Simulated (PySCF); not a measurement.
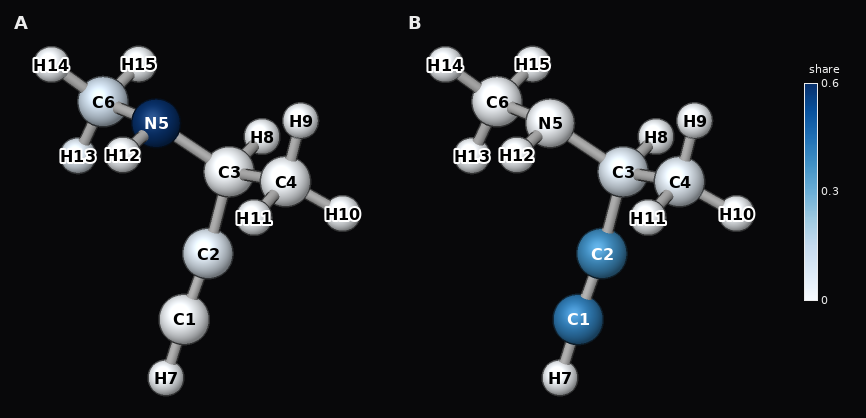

Each panel colours the atoms by their Löwdin share in one orbital (up to four of the largest shares; other atoms are shown as zero). Computed geometry: GFN2-xTB optimisation. No frequency run is at hand to confirm it as a minimum. Computed with PBE0/def2-SVPD (PySCF 2.14.0).

### The panels show the HOMO−1, HOMO, in some order. Which is which?

A: HOMO, −6.68 eV; N5 0.59, C6 0.10, C2 0.06, H13 0.06
B: HOMO−1, −7.85 eV; C1 0.41, C2 0.38, C3 0.06, C4 0.05
